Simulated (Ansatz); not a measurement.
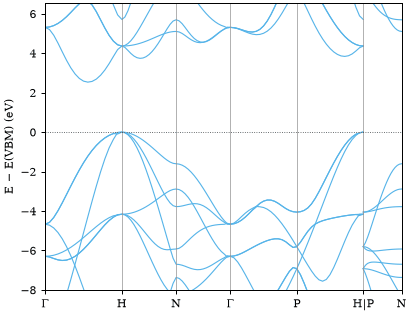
Figure: Band structure from r²SCAN in the plane-wave PAW code Ansatz

Question: Read off the gap and where the band edges lie.

Answer: About 2.5 eV (2.53 eV by a search for the band edges); maximum at H, minimum on the Γ–H line, 56 % of the way from Γ.

The material is C in space group Im-3m (No. 229; C on 12d).

The start of the workflow was typed in or built on a structure type; neither database checked (COD, Materials Project) lists it. It is not the phase usual at ambient conditions (space group No. 194, 227). The cell was relaxed with r²SCAN under the symmetry of its start; its stability against distortions is not shown here.

Potentials: the earlier of the program's two PAW sets.
